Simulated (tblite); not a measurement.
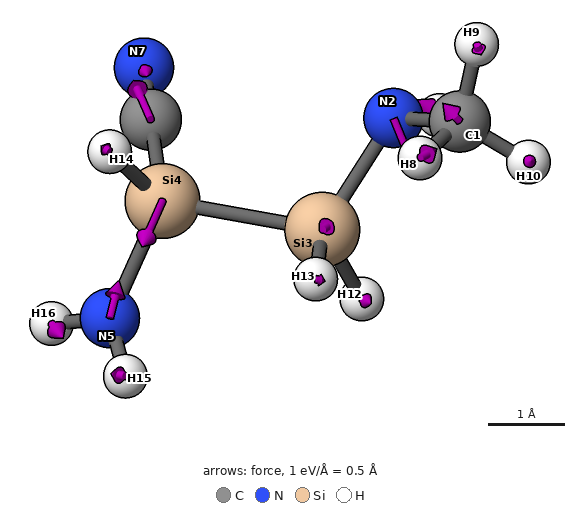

Starting geometry of C2H9N3Si2 with the computed forces as purple arrows. Style: ball-and-stick. Shown at a tilt.

The calculation used GFN2-xTB geometry optimisation, gas phase in tblite 0.8.0. 

> What follows when this structure is relaxed?

It isn't relaxed: the largest force vector, on a Si atom, is 2.12 eV/Å. The final displacements have little in common with the starting forces (cosine between the two patterns 0.22). Over 95 geometry steps the energy falls by 64.4 kJ/mol. The atom that moves furthest after the best rigid fit is an H atom (1.27 Å). Largest moves by element: H 1.27 Å, N 0.49 Å, Si 0.30 Å, C 0.25 Å. Some distances before and after: C–Si 1.800 → 1.874 Å, N–Si 1.768 → 1.718 Å, Si–Si 2.247 → 2.296 Å, C–N 1.471 → 1.442 Å. Bond angles that change, for instance: C–N–Si 109.7° → 122.5°, Si–N–H 107.7° → 118.4°, Si–Si–H 108.7° → 119.1°.
